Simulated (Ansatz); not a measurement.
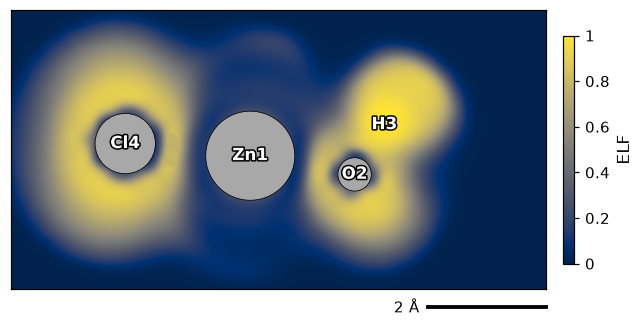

Figure 1: ClHOZn. Electron localisation function on the molecular plane. Grey discs cover the atomic cores.

Theory: RKS BLYP-D4/def2-SVP in Ansatz.

Q: Describe what can be read from this map.

A:
- The plane passes through Zn, O, H and Cl nuclei.
- Zn–O (1.79 Å): the ELF peaks at about 0.85 in the valence shell of O, 0.6 Å from its nucleus, and is about 0.20 at the midpoint.
- Zn–Cl (2.12 Å): the ELF peaks at about 0.80 in the valence shell of Cl, 0.9 Å from its nucleus, and is about 0.40 at the midpoint.
- O–H (0.98 Å): the ELF climbs to about 1 towards the hydrogen, as it does in any bond to H (a covalent bond by its length).
- The ELF also peaks beside O2 and Cl4, away from the bonds: lone-pair regions.
